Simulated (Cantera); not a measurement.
A closed system holds: 1 mol C6H6, 0.054 mol H2O, equilibrated at 100000 Pa.

Equilibrium computed with Cantera from the NASA thermochemical tables; the gas is ideal and each condensed phase is pure. Candidate condensed phases: C, C6H6, C7H8, C8H18, H2O; 110 gas species. Equilibrium is a limit: real reactors are often held back by kinetics, nucleation or transport.

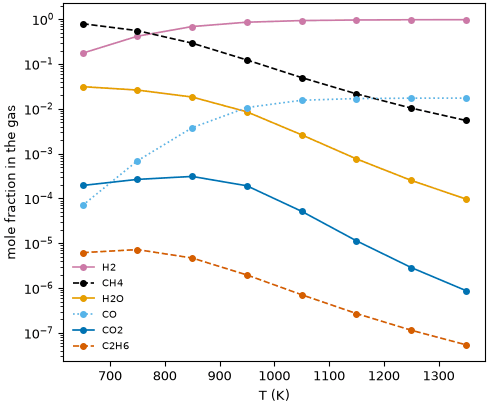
*Equilibrium gas composition (values under 1e-9 drawn at 1e-9)*

From 650 K to 1350 K the condensed part is C(graphite). The main C-bearing gas is CH4 at 650 K and CO at 1350 K. The share of C in condensed phases is highest at 1350 K (98.8 %) and lowest at 650 K (77.5 %).
